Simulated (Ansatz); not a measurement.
Input

```
crystal:
  lattice:
    - [2.70753733, -4.52801176, 0.0]
    - [2.70753733, 4.52801176, 0.0]
    - [0.0, 0.0, 4.23358908]
  atoms:
    - { symbol: Li, position: [0.0, 0.5, 0.5] }
    - { symbol: Li, position: [0.5, 0.0, 0.5] }
    - { symbol: Sb, position: [0.5, 0.5, 0.0] }
    - { symbol: Mo, position: [0.1610669, 0.8389331, 0.0] }
    - { symbol: Mo, position: [0.8389331, 0.1610669, 0.0] }
    - { symbol: Mo, position: [0.0, 0.0, 0.5] }
basis:
  ecutwfc: 420
kpoints:
  mp_grid: { grid: [8, 8, 10] }
hamiltonian:
  xc: pbe
scf:
  occupations: { method: gaussian, width: 0.1 }
output:
  forces: true
  stress: true
  eigenvalues: true
  write_density: true
  write_potential: true
  elf: true
  volumetric_format: npy
relax:
  adjacent_minimum: "off"
  f_tol: 0.01
  max_steps: 80
  cell: { stress_tol: 0.05 }
```

Run with:

```sh
ansatz run input.yaml --threads 1 --pin off --max-ram 2560MiB --backend cpu --events-out ev --progress --plain --runs-dir out
```

Below, planes, directions and counts refer to the conventional cell (a = 4.99 Å, b = 8.88 Å, c = 4.43 Å, α = 90.00°, β = 90.00°, γ = 90.00°).

The fields are those of the run's last geometry, not of the input's.

Space group Cmmm; a structure generated by program, which may or may not match a known phase; computed without spin polarisation.

All numbers below come from DFT PBE, scalar-relativistic, plane waves, PAW in Ansatz.

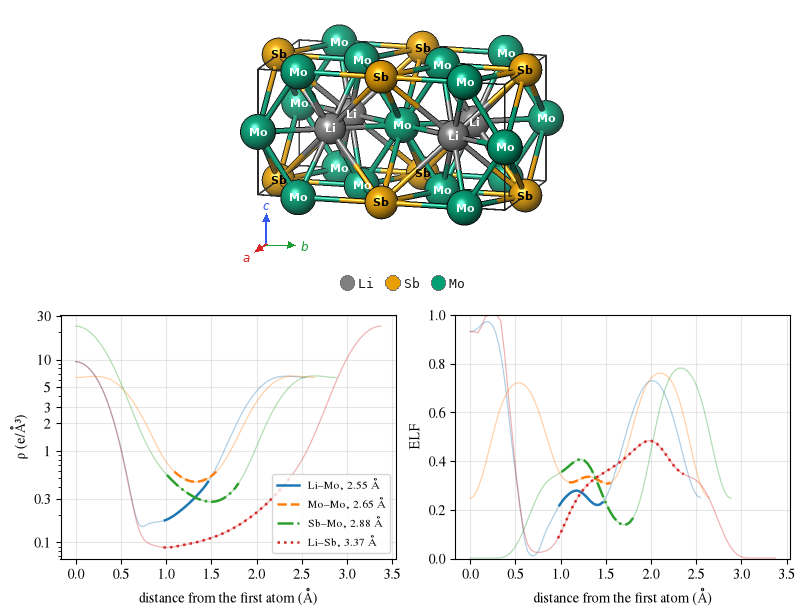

Li₂SbMo₃. Valence pseudo-density and ELF along straight lines between neighbouring atoms. Thin, pale parts lie inside the atomic spheres. The structure is drawn too.

In a PAW calculation such maps are meaningful between the atoms, not at the nuclei.

What can be read from the curves?

Li–Mo (2.55 Å): ρ at the midpoint is about 0.28 e/Å³; the ELF is about 0.25 at the midpoint: no localised pair shows between them.
Mo–Mo (2.65 Å): ρ is about 0.46 e/Å³ halfway; the ELF is about 0.35 at the midpoint.
Sb–Mo (2.88 Å): the density is about 0.28 e/Å³ at the midpoint; the ELF is about 0.30 at the midpoint; no shared electron pair shows on this line.
Li–Sb (3.37 Å): ρ is about 0.13 e/Å³ halfway, with its minimum of 0.09 e/Å³ about 1.0 Å from Li; the ELF is about 0.40 at the midpoint.
